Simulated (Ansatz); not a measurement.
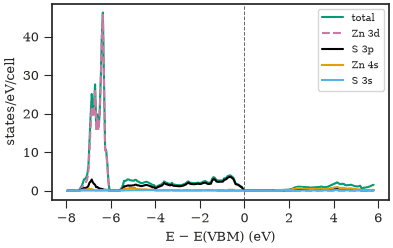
Figure: Total and projected density of states of ZnS (NiAs type, space group No. 194), DFT-r²SCAN in the program Ansatz with PAW potentials

Question: Which orbitals carry the states next to the gap?

Answer: Top 1 eV of the valence band: S 3p 90 %, Zn 3d 6 %. Bottom 1 eV of the conduction band: Zn 4s 81 %, S 3p 11 %, outside the projected shells 8 %. Projections are on Löwdin-orthogonalised atomic valence shells; empty p or d shells of many metals are not among them.

Question: Where is the tallest occupied peak in this window, and what makes it?

Answer: Near -6.4 eV, about 46 states/eV per cell; the largest projected share is Zn 3d.

Space group P6_3/mmc (NiAs type). The start of the workflow was typed in or built on a structure type; neither database checked (COD, Materials Project) lists it. It is not the phase usual at ambient conditions (space group No. 186, 216). The r²SCAN relaxation kept the symmetry of its start; whether a distortion lowers the energy is not shown.

Potentials: the later of the program's two PAW sets.
